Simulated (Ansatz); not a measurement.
SrLi2SnS4 (I-42m), computed twice by G0W0.

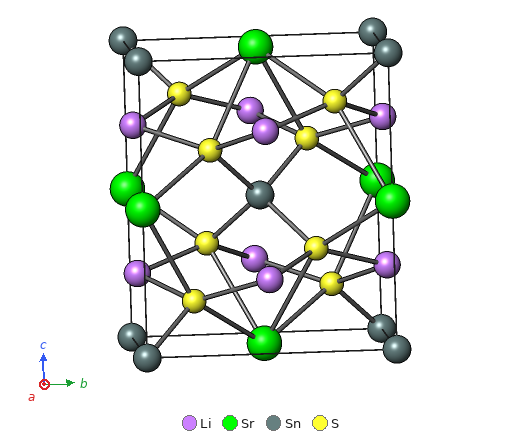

The structure (lithium purple, strontium green, tin teal, sulfur yellow). Bonds to atoms that aren't drawn are left out. Some periodic images of atoms are drawn too.

```xyz
8
Lattice="-3.3295 3.3295 3.9590 3.3295 -3.3295 3.9590 3.3295 3.3295 -3.9590" Properties=species:S:1:pos:R:3 pbc="T T T"
Li    3.3295    0.0000    1.9795
Li    0.0000    3.3295    1.9795
Sr    0.0000    0.0000    3.9590
Sn    0.0000    0.0000    0.0000
S     1.3757    1.3757   -1.3567
S    -1.9538    1.9538    5.3157
S     1.9538    1.9538    2.6023
S     1.9538   -1.9538    5.3157
```

The cell and positions come from the Crystallography Open Database and are kept as given unless a step says otherwise.

The first (Ansatz 0.2.0; start PBE, 6×6×6 mesh, 398 empty bands, screening to 100 eV, PAW set soft_1 files; 1 × NVIDIA H100 80GB HBM3 (shared by 6 runs) with 2 threads of AMD EPYC 7R13 (Zen 3), shared host) gave, on its mesh: starting gap 2.67 eV, G0W0 gap 4.10 eV, RPA ε∞ (mean) 4.68, 5.8 min.

Question: The second changes start from PBE to LDA and mesh from 6×6×6 to 4×4×4. What does it give?

It gave: starting gap 2.46 eV, G0W0 gap 3.98 eV, RPA ε∞ (mean) 4.98, 34 s. The G0W0 gap moves by −0.12 eV, −0.22 eV from the start and +0.10 eV from the correction.

Limits: not at the basis limit; no spin-orbit coupling.

[Paths, hosts, dates, memory and timing lines, banners, echoed tables and standing remarks are left out of the program output.]

[Logs are printed without paths, hosts, clocks, repeated set-up lines and the standing remarks that a program may print on its own settings, such as how far it seeks lower states.]

[Runs of the session that timed out or met a known fault of the program may be left out.]

[Cells called generated may have been cut or substituted from an entry of the Crystallography Open Database or the Materials Project.]

[Hosts, paths, dates, database ids (printed as entryN), source tags and the programs' standing remarks are cut or masked in the printed files.]
